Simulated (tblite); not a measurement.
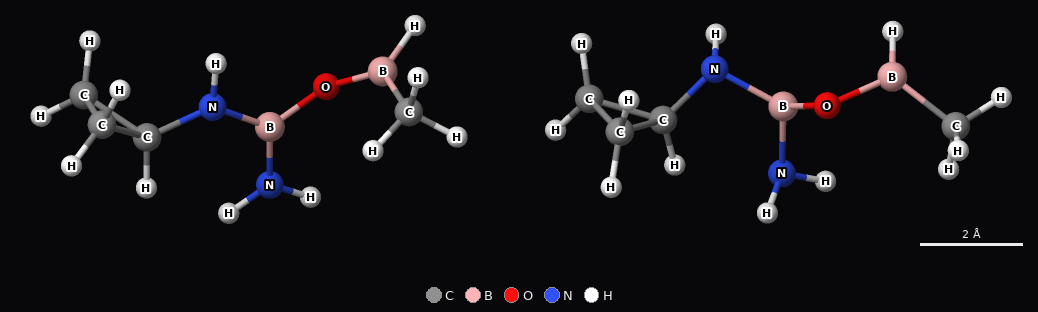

Two geometries of C$_{4}$H$_{12}$B$_{2}$N$_{2}$O, drawn at one scale. One is the start of a relaxation, the other its converged end. Style: ball-and-stick. Shown at a tilt.

Method: GFN2-xTB geometry optimisation, gas phase in tblite 0.8.0. 

Question: Which geometry has the lower energy?

Answer: The left one is the relaxed one. The largest move after the best rigid fit is that of an H atom, 1.99 Å. Largest moves by element: H 1.99 Å, O 1.87 Å, N 0.82 Å, B 0.80 Å, C 0.74 Å. Near-neighbour distances that change, for instance: B–O 1.457 → 1.309 Å, B–N 1.539 → 1.412 Å, B–O 1.489 → 1.364 Å, H–N 1.049 → 1.008 Å. Among the angles between lasting bonds that change: B–O–B 106.9° → 146.7°, B–N–C 106.5° → 129.2°, B–N–H 109.9° → 124.4°. Groups turn about B–O by about 130°. After 167 geometry steps the energy has fallen by 313.6 kJ/mol. Cost: 2 s on 1 thread of Arm Neoverse N1 (shared host).
